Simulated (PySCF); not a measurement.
# C5H6F2: circular dichroism and optical rotation, excited states, first hyperpolarisability

Wanted: circular dichroism and optical rotation, excited states, first hyperpolarisability for C5H6F2 (`C=C(F)/C(F)=C\C`).

Computed with PySCF 2.14.0 and routines of our own; the level stands in each step. Atoms count from 0.

## 1. The system as given

13 atoms, charge 0, multiplicity 1; geometry from: GFN2-xTB.

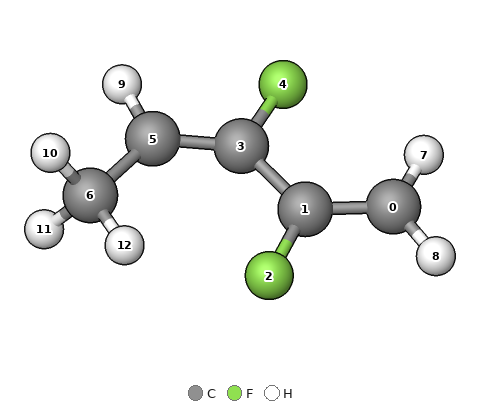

The starting geometry (carbon grey, fluorine green, hydrogen white).

## 2. Geometry optimisation at PBE0-D3(BJ)/def2-SVP

Job settings and geometry (Å):

```
{"job": {"xc": "PBE0", "basis": "def2-SVP", "d3": "d3bj", "grid": 2, "kind": "geom"}, "charge": 0, "multiplicity": 1}
C     -2.257179     1.052917    -0.428991
C     -1.128311     0.354608    -0.413539
F     -0.884451    -0.522117    -1.413487
C     -0.095117     0.438615     0.609516
F     -0.455663     1.296739     1.604576
C      1.091408    -0.156571     0.727410
C      1.740420    -1.122254    -0.196481
H     -2.478336     1.756622     0.350014
H     -2.970416     0.927260    -1.222359
H      1.658218     0.094590     1.615152
H      2.736831    -0.761798    -0.451446
H      1.861899    -2.080272     0.310140
H      1.176310    -1.277852    -1.108232
```

Launch:

```bash
> OMP_NUM_THREADS=1 python excited_run.py task.json out
```

The driver reads the jobs from task.json and runs them one after another.

The log of the run:

```text
step   0  E = -393.06940149  max force = 0.016071
step   1  E = -393.07038079  max force = 0.005632
step   2  E = -393.07063941  max force = 0.003437
step   3  E = -393.06992890  max force = 0.005764
step   4  E = -393.07095052  max force = 0.001929
step   5  E = -393.07105448  max force = 0.002188
step   6  E = -393.07108389  max force = 0.001748
step   7  E = -393.07110464  max force = 0.000657
step   8  E = -393.07111286  max force = 0.000573
step   9  E = -393.07111957  max force = 0.000335
optimisation converged
```

Wall time 61 s (1 thread of Arm Neoverse V2, shared host); peak memory 0.71 GiB.

Along the way: (the energy doesn't fall at every step)

| step | energy from step 0 (eV) | largest force component (eV/Å) |
| --- | --- | --- |
| 0 | 0.0000 | 0.8264 |
| 1 | -0.0266 | 0.2896 |
| 2 | -0.0337 | 0.1767 |
| 3 | -0.0144 | 0.2964 |
| 4 | -0.0422 | 0.0992 |
| 5 | -0.0450 | 0.1125 |
| 6 | -0.0458 | 0.0899 |
| 7 | -0.0463 | 0.0338 |
| 8 | -0.0466 | 0.0295 |
| 9 | -0.0468 | 0.0172 |

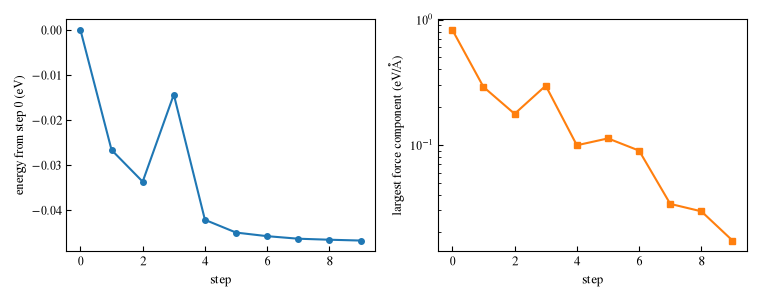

Energy and force, step by step.

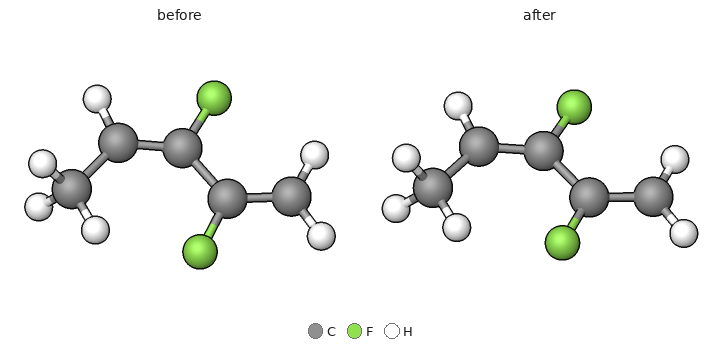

The geometry before (left) and after (right).

Distances of close pairs at the start and the end, largest changes first:

| bond | before (Å) | after (Å) | change (Å) |
| --- | --- | --- | --- |
| C3–F4 | 1.363 | 1.343 | -0.020 |
| C0–H8 | 1.074 | 1.090 | +0.016 |
| C1–F2 | 1.352 | 1.336 | -0.016 |
| C0–H7 | 1.073 | 1.088 | +0.015 |
| C5–H9 | 1.083 | 1.096 | +0.013 |
| C6–H10 | 1.090 | 1.103 | +0.013 |
| C6–H11 | 1.091 | 1.103 | +0.012 |
| C6–H12 | 1.083 | 1.094 | +0.011 |

The final coordinates are the input of the step that follows.

| at the end point | value |
| --- | --- |
| point group (found at 0.08 Å tolerance) | Cs |
| rotational constants (GHz, main isotopes) | 3.539, 2.416, 1.449 |
| dipole moment (D) | 0.69 |

## 3. Circular dichroism and optical rotation: TDDFT CAM-B3LYP/def2-TZVPD

Job settings and geometry (Å):

```
{"job": {"kind": "ecd", "xc": "CAM-B3LYP", "basis": "def2-TZVPD", "nstates": 12}, "charge": 0, "multiplicity": 1}
C     -2.256251     1.067306    -0.430491
C     -1.091020     0.418266    -0.447559
F     -0.709913    -0.248015    -1.540819
C     -0.143712     0.362254     0.666483
F     -0.600026     1.053476     1.723453
C      1.042718    -0.250132     0.773705
C      1.785229    -1.071001    -0.222937
H     -2.559222     1.611726     0.461466
H     -2.902257     1.053610    -1.308879
H      1.519559    -0.107696     1.750074
H      2.771751    -0.620881    -0.423489
H      1.981768    -2.076738     0.184063
H      1.254973    -1.179290    -1.173758
```

With the program's defaults for keys left out, this is: TDDFT CAM-B3LYP/def2-TZVPD circular dichroism and optical rotation, one conformer, gas phase.

The log of the run:

```text
coarse grid: 11328 points
cycle   1  E = -393.7022529074  dE =  1.039e+00  |g| = 7.041e-01  |ddm| = 4.393e+00
cycle   2  E = -393.6610197254  dE =  4.123e-02  |g| = 9.060e-01  |ddm| = 3.893e+00
cycle   3  E = -393.7893327309  dE = -1.283e-01  |g| = 5.662e-02  |ddm| = 1.488e+00
cycle   4  E = -393.7899895098  dE = -6.568e-04  |g| = 2.132e-02  |ddm| = 2.301e-01
cycle   5  E = -393.7900988196  dE = -1.093e-04  |g| = 5.898e-03  |ddm| = 5.529e-02
cycle   6  E = -393.7901063279  dE = -7.508e-06  |g| = 1.471e-03  |ddm| = 1.585e-02
final grid: 111480 points
cycle   7  E = -393.7887580959  dE = -5.388e-05  |g| = 4.419e-03  |ddm| = 3.493e-01
cycle   8  E = -393.7887579615  dE =  1.344e-07  |g| = 4.717e-03  |ddm| = 3.222e-02
cycle   9  E = -393.7887615984  dE = -3.637e-06  |g| = 6.156e-04  |ddm| = 1.066e-02
cycle  10  E = -393.7887616439  dE = -4.552e-08  |g| = 2.099e-04  |ddm| = 2.046e-03
cycle  11  E = -393.7887616521  dE = -8.259e-09  |g| = 3.770e-05  |ddm| = 5.228e-04
cycle  12  E = -393.7887616524  dE = -3.126e-10  |g| = 1.648e-05  |ddm| = 8.931e-05
converged SCF energy = -393.7887616524

Singlet excitations and rotatory strengths (1e-40 esu^2 cm^2)
state   eV       nm     f(len)   f(vel)    R(len)    R(vel)   main configurations
  1   5.6121   220.9  0.69680  0.69427    -0.106    -0.108   H->L 0.98
  2   6.2920   197.1  0.00150  0.00147    -0.050    -0.049   H->L+1 0.90
  3   6.7459   183.8  0.00787  0.00963     0.113     0.107   H->L+2 0.85
  4   6.9976   177.2  0.01242  0.01243     0.137     0.142   H-1->L 0.96
  5   7.0424   176.1  0.01794  0.01994    -0.334    -0.348   H->L+3 0.86
  6   7.5517   164.2  0.01148  0.01275    -0.345    -0.362   H->L+4 0.67, H->L+5 0.11
  7   7.6303   162.5  0.00267  0.00251     0.210     0.211   H-2->L 0.91
  8   7.7683   159.6  0.00016  0.00014    -0.172    -0.174   H->L+8 0.44, H->L+7 0.09
  9   7.9189   156.6  0.00449  0.00478     0.147     0.197   H->L+5 0.68, H->L+8 0.13, H->L+4 0.08
 10   7.9714   155.5  0.02547  0.02403     0.333     0.291   H->L+6 0.95
 11   8.3164   149.1  0.00423  0.00451    -0.638    -0.650   H-1->L+1 0.44, H->L+7 0.20, H->L+8 0.14
 12   8.3220   149.0  0.01517  0.01631     0.523     0.571   H->L+7 0.52, H-1->L+1 0.25, H-1->L+2 0.10

Specific rotation (deg / (dm g/mL))
    nm     length   length(OI)   velocity    alpha(len)  alpha(vel)
  633.0      -2.42      -2.42      -2.55       73.208     73.086
  589.3      -2.86      -2.86      -3.01       73.764     73.642
  546.0      -3.42      -3.42      -3.61       74.479     74.357
  436.0      -6.05      -6.05      -6.36       77.704     77.580
  405.0      -7.41      -7.41      -7.79       79.336     79.210
  365.0     -10.06     -10.07     -10.57       82.478     82.349
  355.0     -10.97     -10.98     -11.52       83.552     83.421
```

Run time: 1.7 min. Hardware: 1 thread of Arm Neoverse V2, shared host; peak memory 1.3 GiB.

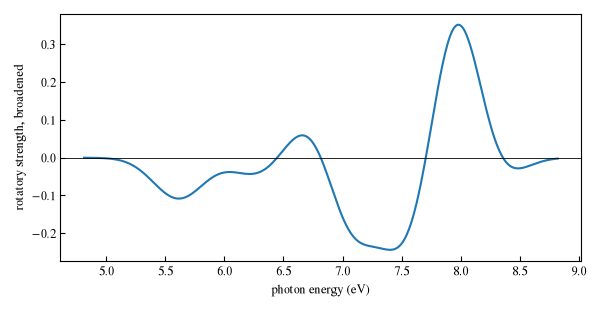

Circular dichroism: velocity-form rotatory strengths under Gaussians of 0.3 eV half-width at 1/e.

Orbitals, density, ELF and potential are computed afterwards from the orbital file.

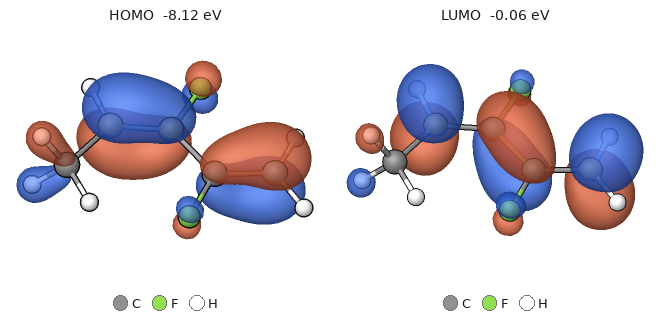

Frontier orbitals at CAM-B3LYP/def2-TZVPD; each surface holds 70 % of the orbital's density, blue and red mark the sign.

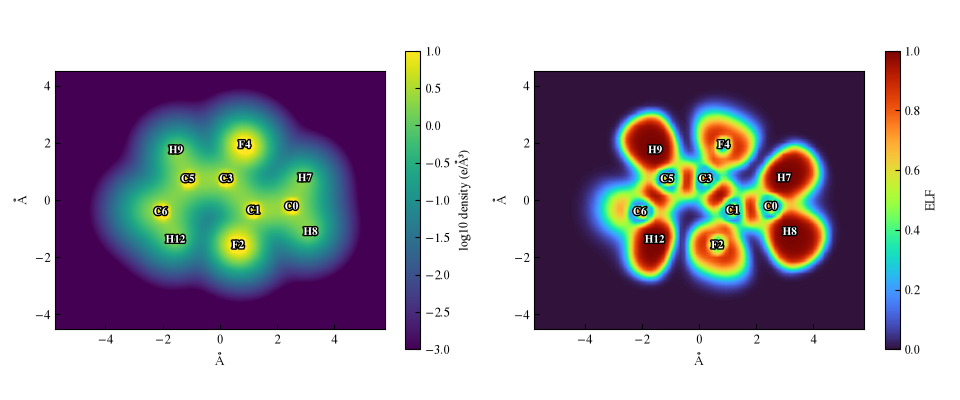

Density (left) and ELF (right) in a plane through or near 11 of the atoms.

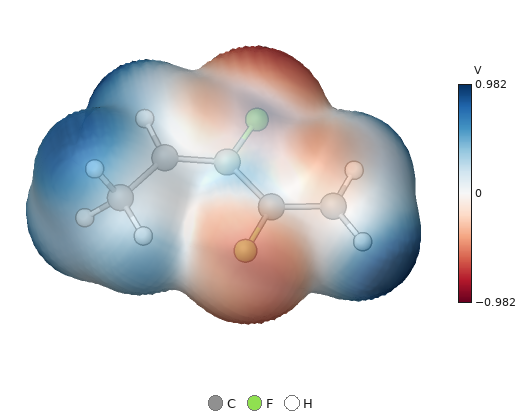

Electrostatic potential on the surface of density 0.002 e/bohr³; red is low, blue high. It runs from -0.66 V near F4 to 0.98 V near H8.

## 4. Excited states: TDA CAM-B3LYP/def2-TZVPD

The job, as its differences from that of step 3:

```diff
@@ -1,2 +1,2 @@
-{"job": {"kind": "ecd", "xc": "CAM-B3LYP", "basis": "def2-TZVPD", "nstates": 12}, "charge": 0, "multiplicity": 1}
+{"job": {"kind": "states", "xc": "CAM-B3LYP", "basis": "def2-TZVPD", "tda": true, "soc": true, "nstates": 6, "ntriplets": 5, "nquad": 4}, "charge": 0, "multiplicity": 1}
 C     -2.256251     1.067306    -0.430491
```

Level: TDA CAM-B3LYP/def2-TZVPD excited states, vertical, gas phase, spin-orbit mean-field couplings.

The log of the run:

```text
coarse grid: 11328 points
cycle   1  E = -393.7022529074  dE =  1.039e+00  |g| = 7.041e-01  |ddm| = 4.393e+00
cycle   2  E = -393.6610197254  dE =  4.123e-02  |g| = 9.060e-01  |ddm| = 3.893e+00
cycle   3  E = -393.7893327309  dE = -1.283e-01  |g| = 5.662e-02  |ddm| = 1.488e+00
cycle   4  E = -393.7899895098  dE = -6.568e-04  |g| = 2.132e-02  |ddm| = 2.301e-01
cycle   5  E = -393.7900988196  dE = -1.093e-04  |g| = 5.898e-03  |ddm| = 5.529e-02
cycle   6  E = -393.7901063279  dE = -7.508e-06  |g| = 1.471e-03  |ddm| = 1.585e-02
final grid: 111480 points
cycle   7  E = -393.7887580959  dE = -5.388e-05  |g| = 4.419e-03  |ddm| = 3.493e-01
cycle   8  E = -393.7887579615  dE =  1.344e-07  |g| = 4.717e-03  |ddm| = 3.222e-02
cycle   9  E = -393.7887615984  dE = -3.637e-06  |g| = 6.156e-04  |ddm| = 1.066e-02
cycle  10  E = -393.7887616439  dE = -4.552e-08  |g| = 2.099e-04  |ddm| = 2.046e-03
cycle  11  E = -393.7887616521  dE = -8.259e-09  |g| = 3.770e-05  |ddm| = 5.228e-04
cycle  12  E = -393.7887616524  dE = -3.126e-10  |g| = 1.648e-05  |ddm| = 8.931e-05
converged SCF energy = -393.7887616524

Singlet excitations
state   eV       nm        f     d(h-e)  d(exc)  Lambda  PR(NTO)  |dmu|/D   mu/D   main configurations
  1   5.9829   207.2   0.96200   0.595   3.078   0.824   1.088    1.958    2.637   H->L 0.94
  2   6.2959   196.9   0.00151   0.641   3.863   0.315   1.044    2.464    1.795   H->L+1 0.90
  3   6.7516   183.6   0.00816   0.312   4.059   0.304   1.087    1.519    2.106   H->L+2 0.85
  4   7.0490   175.9   0.01981   0.532   3.987   0.243   1.098    2.089    1.509   H->L+3 0.87
  5   7.1905   172.4   0.03222   0.435   3.078   0.781   1.247                     H-1->L 0.88
  6   7.5591   164.0   0.01292   0.868   4.023   0.284   1.198                     H->L+4 0.68, H->L+5 0.11

Triplet excitations (Tamm-Dancoff)
state   eV     d(h-e)  d(exc)  Lambda  PR(NTO)   main configurations
  1   3.1744   0.056   2.606   0.824   1.103   H->L 0.93
  2   4.7686   0.057   2.162   0.748   1.510   H-1->L 0.76, H->L+11 0.11
  3   6.2070   0.599   3.782   0.315   1.059   H->L+1 0.88
  4   6.6196   0.318   3.885   0.307   1.107   H->L+2 0.79
  5   6.9467   0.404   3.801   0.252   1.177   H->L+3 0.79
S1 - T1 = 2.8085 eV

Spin-orbit couplings |<S|Hso|T>| (cm-1)
             T1       T2       T3       T4       T5
S0        0.048    0.176    1.125    6.515    0.865
S1        0.014    0.031    3.321    2.217    2.089
S2        3.975    1.306    0.027    3.168    0.268
S3        3.125    2.711    3.769    0.966    5.824
S4        2.807    1.966    0.273    4.721    0.006
S5        0.053    0.015    0.736    0.747    0.339
S6        3.146    4.557    3.756    6.450    0.193
T1 sublevels (cm-1): 0.000 0.000 0.000   radiative rates (1/s): 0.00209 0.0906 0.0003
```

Wall time 61 s (1 thread of Arm Neoverse V2, shared host); peak memory 1.2 GiB.

In short:

| quantity | value |
| --- | --- |
| S1 less T1 | 2.81 eV |

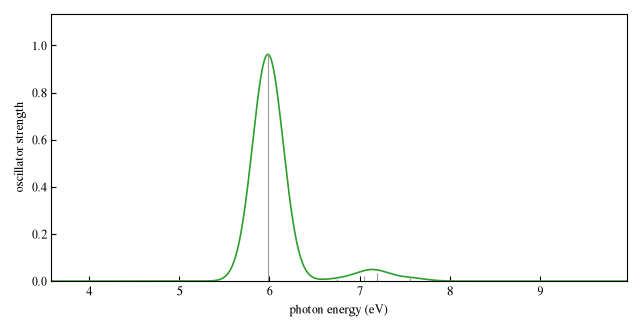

Absorption lines of the singlets. Lines are broadened to a width of 0.40 eV (Gaussian).

## 5. Excited states: TDDFT CAM-B3LYP/def2-TZVPD

The job, as its differences from that of step 4:

```diff
@@ -1,2 +1,2 @@
-{"job": {"kind": "states", "xc": "CAM-B3LYP", "basis": "def2-TZVPD", "tda": true, "soc": true, "nstates": 6, "ntriplets": 5, "nquad": 4}, "charge": 0, "multiplicity": 1}
+{"job": {"kind": "states", "xc": "CAM-B3LYP", "basis": "def2-TZVPD", "tpa": true, "nstates": 8, "nquad": 6, "ntriplets": 0}, "charge": 0, "multiplicity": 1}
 C     -2.256251     1.067306    -0.430491
```

With the program's defaults for keys left out, this is: TDDFT CAM-B3LYP/def2-TZVPD excited states, vertical, gas phase, two-photon moments by quadratic response.

The log of the run:

```text
coarse grid: 11328 points
cycle   1  E = -393.7022529074  dE =  1.039e+00  |g| = 7.041e-01  |ddm| = 4.393e+00
cycle   2  E = -393.6610197254  dE =  4.123e-02  |g| = 9.060e-01  |ddm| = 3.893e+00
cycle   3  E = -393.7893327309  dE = -1.283e-01  |g| = 5.662e-02  |ddm| = 1.488e+00
cycle   4  E = -393.7899895098  dE = -6.568e-04  |g| = 2.132e-02  |ddm| = 2.301e-01
cycle   5  E = -393.7900988196  dE = -1.093e-04  |g| = 5.898e-03  |ddm| = 5.529e-02
cycle   6  E = -393.7901063279  dE = -7.508e-06  |g| = 1.471e-03  |ddm| = 1.585e-02
final grid: 111480 points
cycle   7  E = -393.7887580959  dE = -5.388e-05  |g| = 4.419e-03  |ddm| = 3.493e-01
cycle   8  E = -393.7887579615  dE =  1.344e-07  |g| = 4.717e-03  |ddm| = 3.222e-02
cycle   9  E = -393.7887615984  dE = -3.637e-06  |g| = 6.156e-04  |ddm| = 1.066e-02
cycle  10  E = -393.7887616439  dE = -4.552e-08  |g| = 2.099e-04  |ddm| = 2.046e-03
cycle  11  E = -393.7887616521  dE = -8.259e-09  |g| = 3.770e-05  |ddm| = 5.228e-04
cycle  12  E = -393.7887616524  dE = -3.126e-10  |g| = 1.648e-05  |ddm| = 8.931e-05
converged SCF energy = -393.7887616524

Singlet excitations
state   eV       nm        f     d(h-e)  d(exc)  Lambda  PR(NTO)  |dmu|/D   mu/D   delta(TPA)   sigma/GM   main configurations
  1   5.6124   220.9   0.69712   0.488   3.025   0.819   1.131    1.515    2.194       79.98      0.923   H->L 0.98
  2   6.2921   197.0   0.00150   0.641   3.865   0.315   1.044    2.454    1.784       40.21      0.583   H->L+1 0.90
  3   6.7461   183.8   0.00786   0.312   4.059   0.304   1.087    1.517    2.099       87.79      1.464   H->L+2 0.85
  4   6.9980   177.2   0.01242   0.272   2.992   0.786   1.174    0.537    0.636      774.98     13.904   H-1->L 0.96
  5   7.0425   176.1   0.01794   0.523   3.982   0.243   1.101    2.051    1.481        1.36      0.025   H->L+3 0.86
  6   7.5518   164.2   0.01148   0.854   4.020   0.284   1.201    4.059    4.731       56.57      1.182   H->L+4 0.67, H->L+5 0.11
  7   7.6303   162.5   0.00267   0.611   2.844   0.458   1.054                                            H-2->L 0.91
  8   7.7685   159.6   0.00016   0.935   3.808   0.327   1.250                                            H->L+8 0.44, H->L+7 0.09
```

Wall time 70 s (1 thread of Arm Neoverse V2, shared host); peak memory 1.2 GiB.

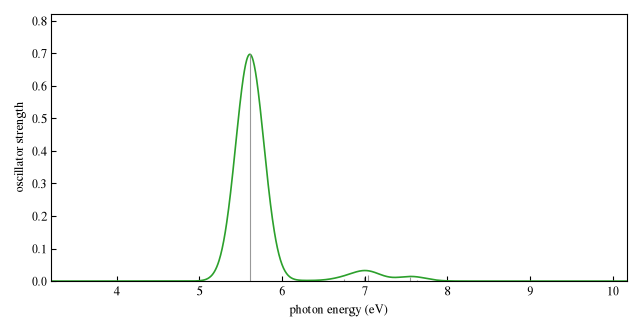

Absorption lines of the singlets. Lines are broadened to a width of 0.40 eV (Gaussian).

## 6. First hyperpolarisability: quadratic response CAM-B3LYP/def2-TZVPD

The job, as its differences from that of step 5:

```diff
@@ -1,2 +1,2 @@
-{"job": {"kind": "states", "xc": "CAM-B3LYP", "basis": "def2-TZVPD", "tpa": true, "nstates": 8, "nquad": 6, "ntriplets": 0}, "charge": 0, "multiplicity": 1}
+{"job": {"kind": "beta", "xc": "CAM-B3LYP", "basis": "def2-TZVPD"}, "charge": 0, "multiplicity": 1}
 C     -2.256251     1.067306    -0.430491
```

Method: quadratic response CAM-B3LYP/def2-TZVPD first hyperpolarisability, Taylor convention, gas phase.

The log of the run:

```text
coarse grid: 11328 points
cycle   1  E = -393.7022529074  dE =  1.039e+00  |g| = 7.041e-01  |ddm| = 4.393e+00
cycle   2  E = -393.6610197254  dE =  4.123e-02  |g| = 9.060e-01  |ddm| = 3.893e+00
cycle   3  E = -393.7893327309  dE = -1.283e-01  |g| = 5.662e-02  |ddm| = 1.488e+00
cycle   4  E = -393.7899895098  dE = -6.568e-04  |g| = 2.132e-02  |ddm| = 2.301e-01
cycle   5  E = -393.7900988196  dE = -1.093e-04  |g| = 5.898e-03  |ddm| = 5.529e-02
cycle   6  E = -393.7901063279  dE = -7.508e-06  |g| = 1.471e-03  |ddm| = 1.585e-02
final grid: 111480 points
cycle   7  E = -393.7887580959  dE = -5.388e-05  |g| = 4.419e-03  |ddm| = 3.493e-01
cycle   8  E = -393.7887579615  dE =  1.344e-07  |g| = 4.717e-03  |ddm| = 3.222e-02
cycle   9  E = -393.7887615984  dE = -3.637e-06  |g| = 6.156e-04  |ddm| = 1.066e-02
cycle  10  E = -393.7887616439  dE = -4.552e-08  |g| = 2.099e-04  |ddm| = 2.046e-03
cycle  11  E = -393.7887616521  dE = -8.259e-09  |g| = 3.770e-05  |ddm| = 5.228e-04
cycle  12  E = -393.7887616524  dE = -3.126e-10  |g| = 1.648e-05  |ddm| = 8.931e-05
converged SCF energy = -393.7887616524

Lowest singlets (eV, f): 5.6124 0.6971  6.2921 0.0015  6.7461 0.0079

First hyperpolarisability (au)
process     nm      |vector|   parallel      HRS      DR
static         -      157.47      86.36      61.39   6.308
shg       1907.0      174.22      95.66      68.01   6.221
eope      1907.0      162.81      89.32          -       -
shg       1064.0      220.80     121.54      86.47    6.02
eope      1064.0      175.49      96.37          -       -
```

Run time: 56 s. Hardware: 1 thread of Arm Neoverse V2, shared host; peak memory 1.2 GiB.

## 7. Outcome

| quantity | value |
| --- | --- |
| point group | Cs |
| rotational constants (main isotopes) | 3.54, 2.42, 1.45 GHz |
| state of largest rotatory strength (velocity form) among 12 (step 3, TDDFT CAM-B3LYP/def2-TZVPD) | 8.32 eV, R = -0.7 (velocity), -0.6 (length) ·10⁻⁴⁰ esu² cm² |
| specific rotation at 633.0 nm (step 3, TDDFT CAM-B3LYP/def2-TZVPD) | -2.5 (velocity), -2.4 (length) |
| surface potential, least and greatest | -0.66 V and 0.98 V |
| S1 less T1 (step 4, TDA CAM-B3LYP/def2-TZVPD) | 2.81 eV |
| β vector (step 6, quadratic response CAM-B3LYP/def2-TZVPD) | static 157, SHG 1907.0 nm 174, SHG 1064.0 nm 221 au |

In words: Over 9 steps the energy fell by 0.047 eV; of the close pairs, C3–F4 changed most, 1.363 to 1.343 Å. The geometry is achiral, so these rotations and rotatory strengths are numerical residue. In step 4, the number of triplets below S1 is 2, and the largest singlet-triplet spin-orbit coupling is S0–T4, 6.51 cm⁻¹. β grows from 157 au (static) to 221 au for doubling at 1064.0 nm: normal dispersion, which grows as twice the photon energy moves toward the bright states.
